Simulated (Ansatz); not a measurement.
# doublet [C6H12]+ at 5 levels

Aim: a comparison of 5 runs (UHF/STO-3G, UHF/3-21G, UHF/6-31G*, USVWN5/6-31G*, UCCSD(T)/6-31G*) of doublet [C6H12]+. 

The calculation is run with Ansatz 0.2.0.

11 further runs of the same task are left out: 11 set aside as unsound or not needed.

## 1. The system as given

The species is [C6H12]+ (18 atoms), meant as a doublet with charge +1. As SMILES of the parent species, `C1CCCCC1`. The coordinates come from a PBE0-D4/def2-TZVP relaxation. This is one conformer, not always the lowest. That shape belongs to the parent species and isn't relaxed for this state.

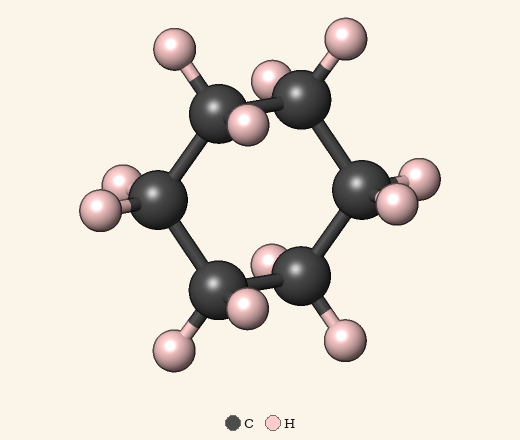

The structure, seen from a chosen angle (carbon dark grey, hydrogen pink).

## 2. The energy at UHF/STO-3G (run 1)

The input, job.yaml:

```yaml
crystal:
  periodic: [false, false, false]
  atoms:
    - {symbol: C, position_ang: [-0.674400, 1.121620, -0.670170]}
    - {symbol: C, position_ang: [0.748090, 1.257610, -0.143380]}
    - {symbol: C, position_ang: [1.462600, -0.087190, -0.122410]}
    - {symbol: C, position_ang: [0.674400, -1.121620, 0.670170]}
    - {symbol: C, position_ang: [-0.748090, -1.257610, 0.143380]}
    - {symbol: C, position_ang: [-1.462600, 0.087190, 0.122410]}
    - {symbol: H, position_ang: [-0.639430, 0.816280, -1.723860]}
    - {symbol: H, position_ang: [-1.183830, 2.089710, -0.644310]}
    - {symbol: H, position_ang: [1.309880, 1.977570, -0.746220]}
    - {symbol: H, position_ang: [0.716030, 1.662980, 0.876120]}
    - {symbol: H, position_ang: [1.587310, -0.443510, -1.153050]}
    - {symbol: H, position_ang: [2.469350, 0.023290, 0.291850]}
    - {symbol: H, position_ang: [1.183830, -2.089710, 0.644310]}
    - {symbol: H, position_ang: [0.639430, -0.816280, 1.723860]}
    - {symbol: H, position_ang: [-1.309880, -1.977570, 0.746220]}
    - {symbol: H, position_ang: [-0.716030, -1.662980, -0.876120]}
    - {symbol: H, position_ang: [-1.587310, 0.443510, 1.153050]}
    - {symbol: H, position_ang: [-2.469350, -0.023290, -0.291850]}
basis:
  gaussian:
    orbitals: STO-3G
total_charge: 1
magnetization:
  spin_polarized: true
  initial_magnetization: 1
hamiltonian:
  xc: hf
accuracy: high
output: {orbitals: {seedname: orbitals}}
```

Command:

```sh
$ ansatz run job.yaml --threads 4 --pin off --max-ram 12180MiB --events-out events.jsonl --progress --plain --runs-dir runs
```

What it wrote:

```text
Warning: RAYON_NUM_THREADS=4 ignored (pool sized by the plan → 4); use --threads N
Functional definition: HF
  name "HF"
  exchange = exact_x
  correlation = 0
987 factors; integrals over basis functions are off by at most 1.5e-9 eV
mean field evaluation 1: about -6287.6284 eV, gradient 1.1e1 eV
mean field evaluation 2: about -6288.0666 eV, gradient 1.0e1 eV
mean field evaluation 4: about -6289.0304 eV, gradient 4.6e-1 eV
mean field evaluation 8: about -6289.0342 eV, gradient 6.8e-2 eV
mean field evaluation 16: about -6289.0343 eV, gradient 7.6e-5 eV
mean field evaluation 32: about -6289.0322 eV, gradient 3.7e-1 eV
mean field evaluation 64: about -6289.0321 eV, gradient 3.7e-1 eV
mean field evaluation 96: about -6288.8450 eV, gradient 1.3e0 eV
mean field evaluation 128: about -6288.6020 eV, gradient 1.5e0 eV
mean field evaluation 160: about -6287.1968 eV, gradient 1.0e1 eV
mean field -6289.03486047 eV, -231.1177682612 hartree, gradient 8.5e-8 eV, S^2 0.758644; 3 other end points of the search recorded, 0 dependent functions left out
reference -6289.03486047 eV, -231.1177682612 hartree; 24, 23 occupied and 18, 19 virtual orbitals, 987 factors
Total energy: -6289.03486047 eV, -231.1177682612 hartree
```

Run time: 1.7 s. Hardware: 4 threads of Arm Neoverse V2, shared host; peak memory 0.12 GiB.

## 3. A single-point energy at UHF/3-21G (run 2)

job.yaml: that of step 2 with these lines changed.

```diff
@@ -22,10 +22,6 @@
 basis:
-  gaussian:
-    orbitals: STO-3G
+  gaussian: {orbitals: 3-21G.json}
 total_charge: 1
-magnetization:
-  spin_polarized: true
-  initial_magnetization: 1
-hamiltonian:
-  xc: hf
+magnetization: {spin_polarized: true, initial_magnetization: 1}
+hamiltonian: {xc: hf}
 accuracy: high
```

The basis set 3-21G is read from a file made from the Basis Set Exchange's data (not shown).

Command:

```sh
$ ansatz run job.yaml --threads 4 --pin off --max-ram 12180MiB --events-out events.jsonl --progress --plain --runs-dir runs
```

What it wrote:

```text
Warning: RAYON_NUM_THREADS=4 ignored (pool sized by the plan → 4); use --threads N
[... 4 set-up lines as earlier in the session ...]
2062 factors; integrals over basis functions are off by at most 3.4e-9 eV
mean field evaluation 1: about -6323.7079 eV, gradient 2.4e1 eV
mean field evaluation 2: about -6324.3579 eV, gradient 2.4e1 eV
mean field evaluation 4: about -6327.3295 eV, gradient 2.2e0 eV
mean field evaluation 8: about -6327.3675 eV, gradient 2.1e-1 eV
mean field evaluation 16: about -6327.3689 eV, gradient 4.2e-2 eV
mean field evaluation 32: about -6327.3692 eV, gradient 7.1e-5 eV
mean field evaluation 64: about -6327.3695 eV, gradient 5.8e-3 eV
mean field evaluation 96: about -6327.3693 eV, gradient 2.4e-2 eV
mean field evaluation 128: about -6327.3714 eV, gradient 2.1e-5 eV
mean field evaluation 160: about -6327.3694 eV, gradient 1.4e-2 eV
mean field evaluation 192: about -6327.3581 eV, gradient 2.5e-1 eV
mean field evaluation 224: about -6327.2137 eV, gradient 3.8e0 eV
mean field evaluation 256: about -6327.3695 eV, gradient 1.8e-2 eV
mean field evaluation 288: about -6326.3568 eV, gradient 4.2e0 eV
mean field evaluation 320: about -6327.3713 eV, gradient 7.9e-4 eV
mean field evaluation 352: about -6327.3518 eV, gradient 6.2e-1 eV
mean field evaluation 384: about -6327.3694 eV, gradient 4.3e-2 eV
mean field evaluation 416: about -6327.3696 eV, gradient 4.3e-3 eV
mean field evaluation 448: about -6327.3695 eV, gradient 3.3e-2 eV
mean field evaluation 480: about -6327.3472 eV, gradient 4.0e-1 eV
mean field evaluation 512: about -6326.6709 eV, gradient 5.4e-1 eV
mean field evaluation 544: about -6327.3688 eV, gradient 6.7e-2 eV
mean field evaluation 576: about -6327.3695 eV, gradient 1.4e-3 eV
mean field evaluation 608: about -6327.3693 eV, gradient 7.7e-3 eV
mean field -6327.37137581 eV, -232.5266092146 hartree, gradient 2.1e-8 eV, S^2 0.762658; 7 other end points of the search recorded, 0 dependent functions left out
reference -6327.37137581 eV, -232.5266092146 hartree; 24, 23 occupied and 54, 55 virtual orbitals, 2062 factors
Total energy: -6327.37137581 eV, -232.5266092146 hartree
```

It took 19 s on 4 threads of Arm Neoverse V2, shared host; peak memory 0.38 GiB.

Run 3 isn't shown in full; the table further down has it.

## 4. The energy at USVWN5/6-31G(d) (spherical functions) (run 4)

job.yaml: that of step 3 with these lines changed.

```diff
@@ -1 +1,3 @@
+basis:
+  gaussian: {orbitals: 6-31G_st_-spherical.json}
 crystal:
@@ -21,7 +23,5 @@
     - {symbol: H, position_ang: [-2.469350, -0.023290, -0.291850]}
-basis:
-  gaussian: {orbitals: 3-21G.json}
 total_charge: 1
 magnetization: {spin_polarized: true, initial_magnetization: 1}
-hamiltonian: {xc: hf}
+hamiltonian: {xc: {name: SVWN5}}
 accuracy: high
```

The basis set 6-31G* is read from a file made from the Basis Set Exchange's data (not shown).

Command:

```sh
$ ansatz run job.yaml --threads 4 --pin off --max-ram 12180MiB --events-out events.jsonl --progress --plain --runs-dir runs
```

What it wrote:

```text
Warning: RAYON_NUM_THREADS=4 ignored (pool sized by the plan → 4); use --threads N
Functional definition: SVWN5
  name "SVWN5"
  exchange = slater_x
  correlation = vwn5_c
2887 factors; integrals over basis functions are off by at most 3.4e-9 eV
mean field evaluation 1: about -6325.0651 eV, gradient 6.6e1 eV
mean field evaluation 2: about -6289.2641 eV, gradient 1.1e2 eV
mean field evaluation 4: about -6347.3455 eV, gradient 5.9e0 eV
mean field evaluation 8: about -6347.4857 eV, gradient 2.6e0 eV
mean field evaluation 16: about -6347.5209 eV, gradient 4.5e-2 eV
mean field evaluation 32: about -6347.5120 eV, gradient 1.2e0 eV
mean field evaluation 64: about -6346.4449 eV, gradient 5.5e-2 eV
mean field evaluation 96: about -6346.5462 eV, gradient 8.8e-1 eV
mean field evaluation 128: about -6347.4586 eV, gradient 2.2e-1 eV
mean field -6347.52169339 eV, -233.2671197274 hartree, gradient 2.8e-8 eV, S^2 0.750461; 13 other end points of the search recorded, 0 dependent functions left out
reference -6347.52169592 eV, -233.2671198202 hartree; 24, 23 occupied and 84, 85 virtual orbitals, 2887 factors
Total energy: -6347.52169592 eV, -233.2671198202 hartree
```

Wall time 15 s (4 threads of Arm Neoverse V2, shared host); peak memory 0.48 GiB.

## 5. A single-point energy at UCCSD(T)/6-31G(d) (spherical functions) (run 5)

The input, input.yaml:

```yaml
crystal:
  periodic: [false, false, false]
  atoms:
    - {symbol: C, position_ang: [-0.674400, 1.121620, -0.670170]}
    - {symbol: C, position_ang: [0.748090, 1.257610, -0.143380]}
    - {symbol: C, position_ang: [1.462600, -0.087190, -0.122410]}
    - {symbol: C, position_ang: [0.674400, -1.121620, 0.670170]}
    - {symbol: C, position_ang: [-0.748090, -1.257610, 0.143380]}
    - {symbol: C, position_ang: [-1.462600, 0.087190, 0.122410]}
    - {symbol: H, position_ang: [-0.639430, 0.816280, -1.723860]}
    - {symbol: H, position_ang: [-1.183830, 2.089710, -0.644310]}
    - {symbol: H, position_ang: [1.309880, 1.977570, -0.746220]}
    - {symbol: H, position_ang: [0.716030, 1.662980, 0.876120]}
    - {symbol: H, position_ang: [1.587310, -0.443510, -1.153050]}
    - {symbol: H, position_ang: [2.469350, 0.023290, 0.291850]}
    - {symbol: H, position_ang: [1.183830, -2.089710, 0.644310]}
    - {symbol: H, position_ang: [0.639430, -0.816280, 1.723860]}
    - {symbol: H, position_ang: [-1.309880, -1.977570, 0.746220]}
    - {symbol: H, position_ang: [-0.716030, -1.662980, -0.876120]}
    - {symbol: H, position_ang: [-1.587310, 0.443510, 1.153050]}
    - {symbol: H, position_ang: [-2.469350, -0.023290, -0.291850]}
basis:
  gaussian:
    orbitals: 6-31G_st_-spherical.json
total_charge: 1
magnetization:
  spin_polarized: true
  initial_magnetization: 1
correlation:
  method: ccsd_t
  frozen_orbitals: {C: 1, H: 0}
accuracy: high
scf:
  omitted_lower_state_checks: [cluster_reference, increment]
```

The basis set 6-31G* is read from a file made from the Basis Set Exchange's data (not shown).

Command:

```sh
$ ansatz run input.yaml --threads 4 --pin off --max-ram 12180MiB --events-out events.jsonl --progress --plain --runs-dir runs
```

What it wrote:

```text
Warning: RAYON_NUM_THREADS=4 ignored (pool sized by the plan → 4); use --threads N
[... 18 lines left out ...]
6 core orbitals not correlated: weight in the atoms' cores, before any rotation towards them, 1.000 or more for the frozen orbitals, at most 0.000 for the correlated occupied ones
[... 47 lines left out ...]
Total energy: -6386.52971600 eV, -234.7006381178 hartree
Checks for a lower state left out: cluster_reference, increment
```

It took 2.4 min on 4 threads of Arm Neoverse V2, shared host; peak memory 2.4 GiB.

## 6. All runs side by side

```tsv
run	level	frozen core orbitals	energy (Eh)	HOMO energy (eV)	LUMO energy (eV)	⟨S²⟩	wall time
1	UHF/STO-3G	–	-231.117768	-16.87	-9.17	0.759	1.7 s
2	UHF/3-21G	–	-232.526609	-17.27	-9.61	0.763	19 s
3	UHF/6-31G* (spherical functions)	–	-233.818641	-17.30	-9.24	0.766	14 s
4	USVWN5/6-31G* (spherical functions)	–	-233.267120	-12.57	–	0.750	15 s
5	UCCSD(T)/6-31G* (spherical functions)	6	-234.700638	–	–	0.766	2.4 min
```

## 7. Outcome

```
                                          quantity          value
                               run 5: total energy  -234.70064 Eh
run 5: correlation energy (6 core orbitals frozen)     -882.0 mEh
                             run 5: (T) correction     -30.33 mEh
          run 5: ⟨S²⟩ of the reference determinant          0.766
                              run 5: T1 diagnostic          0.040
```

**Reading.** In run 1 the basis is minimal, so the values are rough. All runs together took 3.2 min, the longest 2.4 min.
